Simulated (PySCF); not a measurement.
**C₅H₁₁AlSi: electronic excitations**

What electronic excitations should C₅H₁₁AlSi (`C[CH2][AlH][C]#C[SiH2]C`) show?

Programs: PySCF 2.14.0, with density-fitted response routines of our own. Each step states its level of theory. These are calculated values for one molecule in the gas phase, unless marked as measured. Atoms are numbered from 0 throughout.

### 1 The starting structure

18 atoms, charge 0, multiplicity 1; geometry from: GFN2-xTB.

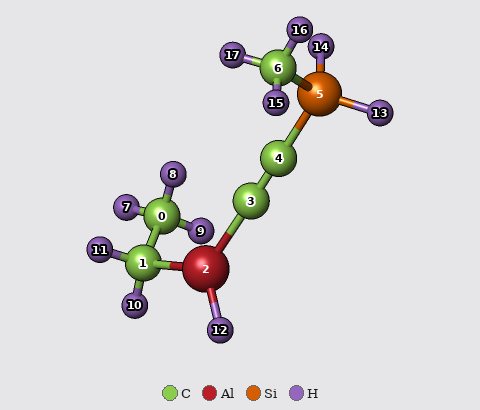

As it starts; carbon green, aluminium red, silicon orange, hydrogen purple, atoms numbered.

### 2 Excited states and response: wB97X-D/def2-SVPD

What the job is given:

```
{"job": {"kind": "uv", "xc": "wB97X-D", "basis": "def2-SVPD", "nstates": 8, "ntriplets": 3}, "charge": 0, "multiplicity": 1}
C     -3.276481     0.285194     0.231467
C     -3.013813    -1.233612     0.221626
Al    -1.407534    -1.633172    -0.909723
C      0.144616    -0.461702    -1.012460
C      1.144558     0.239931    -1.052270
Si     2.676342     1.284940    -1.097085
C      3.898249     0.573027     0.170498
H     -4.060585     0.553506     0.940112
H     -2.371174     0.828834     0.505100
H     -3.578978     0.629166    -0.757644
H     -3.922334    -1.753703    -0.118489
H     -2.877964    -1.559718     1.265232
H     -1.379950    -2.919144    -1.772103
H      3.244410     1.232001    -2.451065
H      2.315609     2.664286    -0.739264
H      4.162176    -0.453328    -0.070496
H      4.816696     1.153043     0.197551
H      3.477396     0.576766     1.172596
```

Method: TDDFT wB97X-D/def2-SVPD, vertical, gas phase, core orbitals frozen in the response.

Started as:

```bash
OMP_NUM_THREADS=1 python probes_run.py task.json out
```

One launch serves the whole session: the jobs run in the order shown.

Log:

```text
coarse grid: 15504 points
cycle   1  E = -728.4948016915  dE =  2.487e-01  |g| = 4.145e-01  |ddm| = 6.179e+00
cycle   2  E = -728.5262155065  dE = -3.141e-02  |g| = 2.812e-01  |ddm| = 1.811e+00
cycle   3  E = -728.5478962475  dE = -2.168e-02  |g| = 4.306e-02  |ddm| = 5.132e-01
cycle   4  E = -728.5482295111  dE = -3.333e-04  |g| = 3.599e-02  |ddm| = 2.041e-01
cycle   5  E = -728.5485607983  dE = -3.313e-04  |g| = 5.191e-03  |ddm| = 9.001e-02
cycle   6  E = -728.5485696020  dE = -8.804e-06  |g| = 1.645e-03  |ddm| = 2.200e-02
final grid: 138952 points
cycle   7  E = -728.6571686931  dE = -9.563e-05  |g| = 4.630e-03  |ddm| = 2.048e-01
cycle   8  E = -728.6571718851  dE = -3.192e-06  |g| = 3.570e-03  |ddm| = 3.091e-02
cycle   9  E = -728.6571752023  dE = -3.317e-06  |g| = 6.260e-04  |ddm| = 5.571e-03
cycle  10  E = -728.6571752667  dE = -6.444e-08  |g| = 5.310e-04  |ddm| = 3.077e-03
cycle  11  E = -728.6571753425  dE = -7.578e-08  |g| = 7.008e-05  |ddm| = 9.997e-04
cycle  12  E = -728.6571753454  dE = -2.946e-09  |g| = 2.572e-05  |ddm| = 2.880e-04
cycle  13  E = -728.6571753460  dE = -5.423e-10  |g| = 9.442e-06  |ddm| = 9.383e-05
converged SCF energy = -728.6571753460

Static polarisability (au): isotropic 115.402, principal 93.431 102.076 150.699

Singlet excitations
state   eV       nm        f      main configurations
  1   4.6828    264.8   0.00091   H->L 0.88
  2   5.2277    237.2   0.00170   H-2->L 0.73
  3   5.4221    228.7   0.04614   H-1->L 0.62
  4   5.9418    208.7   0.00051   H-1->L+1 0.55, H-1->L+2 0.30
  5   6.4475    192.3   0.01915   H-3->L 0.90
  6   6.8592    180.8   0.51659   H->L+1 0.76, H-1->L 0.10
  7   7.1605    173.2   0.25204   H->L+2 0.24, H-2->L+1 0.21, H-1->L 0.16
  8   7.3856    167.9   0.00202   H->L+3 0.33, H-2->L+3 0.24

Triplet excitations (Tamm-Dancoff, eV): 4.4072 4.4620 4.9341
```

Wall time 72 s (1 thread of Arm Neoverse V1, shared host); peak memory 1.1 GiB.

The orbitals next to the gap, with their largest atomic shares:

| orbital | eV | atoms |
| --- | --- | --- |
| HOMO−3 | -11.16 | Al2 27 %, H12 26 %, C3 16 % |
| HOMO−2 | -9.99 | C3 29 %, C4 28 %, C1 11 % |
| HOMO−1 | -9.85 | C3 38 %, C4 37 %, C6 8 % |
| HOMO | -9.33 | C1 26 %, Al2 17 %, C4 12 % |
| LUMO | 0.05 | Al2 43 %, C3 19 %, C4 13 % |
| LUMO+1 | 1.43 | Al2 33 %, C3 18 %, C4 17 % |
| LUMO+2 | 1.72 | Al2 44 %, C4 15 %, C3 14 % |

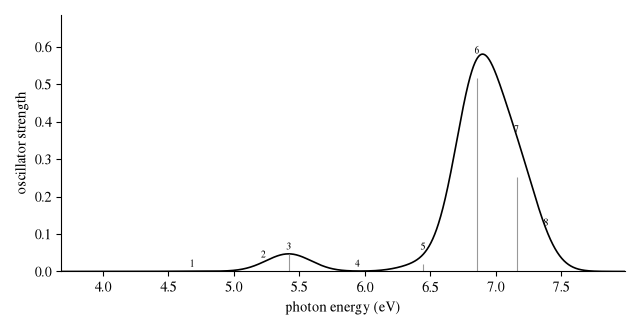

Absorption spectrum from the 8 singlet states computed; above the last one it falls off for lack of states. Lines are broadened to a width of 0.40 eV (Gaussian).

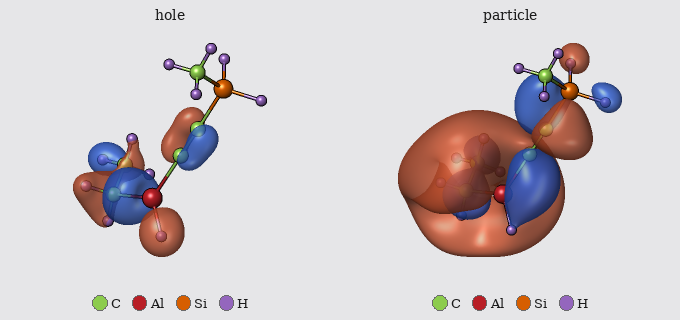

Leading natural transition orbitals of singlet state 6: the electron leaves the hole (left) for the particle orbital (right).

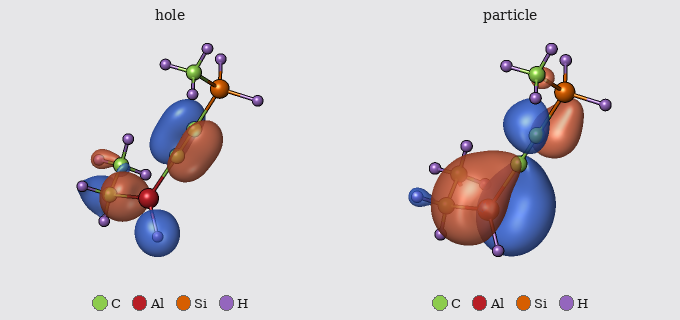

Leading natural transition orbitals of singlet state 1: the electron leaves the hole (left) for the particle orbital (right).

Ground-state properties from the same run:

| property | computed |
| --- | --- |
| dipole moment (D) | 0.92 |
| polarisability (Å³) | 17.10 |
| HOMO–LUMO gap (eV) | 9.38 |
| −ε(HOMO) (eV) | 9.33 |

The fields below are evaluated on a grid from the run's orbitals.

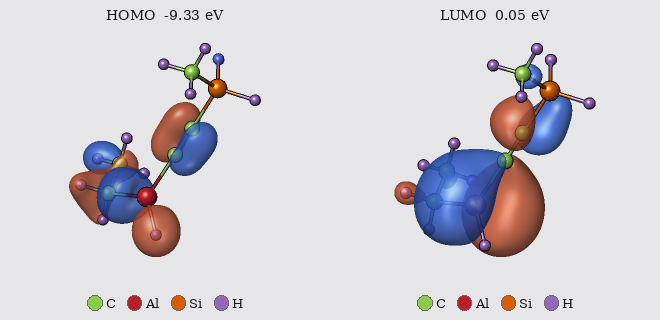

Frontier orbitals at wB97X-D/def2-SVPD; each surface holds 70 % of the orbital's density, blue and red mark the sign.

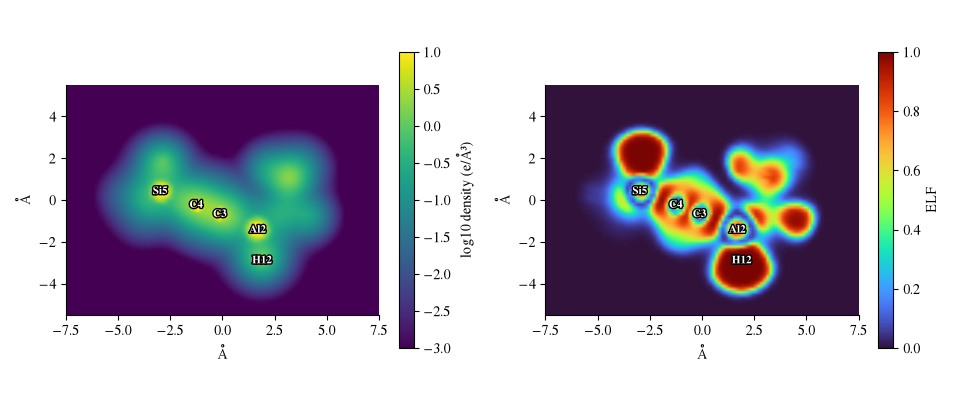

Density (left) and ELF (right) in a plane through or near 5 of the atoms.

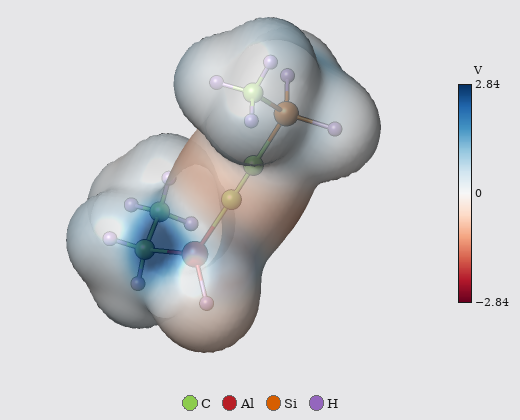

The potential that a unit positive charge feels on the 0.002 e/bohr³ surface, from -0.86 V near C3 to 2.84 V near Al2.

### 3 Results

```
                                quantity                        value
      lowest singlet (wB97X-D/def2-SVPD)  4.68 eV (265 nm), f = 0.001
brightest single state of those computed  state 6, 6.86 eV, f = 0.517
                          lowest triplet                      4.41 eV
   surface potential, least and greatest           -0.86 V and 2.84 V
```

The lowest singlet, at 4.68 eV, is HOMO→LUMO 0.88 and is dark; of the 8 states computed, the strongest absorption comes from state 6 at 6.86 eV. The lowest triplet lies 0.28 eV below the lowest singlet (triplets in Tamm-Dancoff, singlets in full TDDFT).
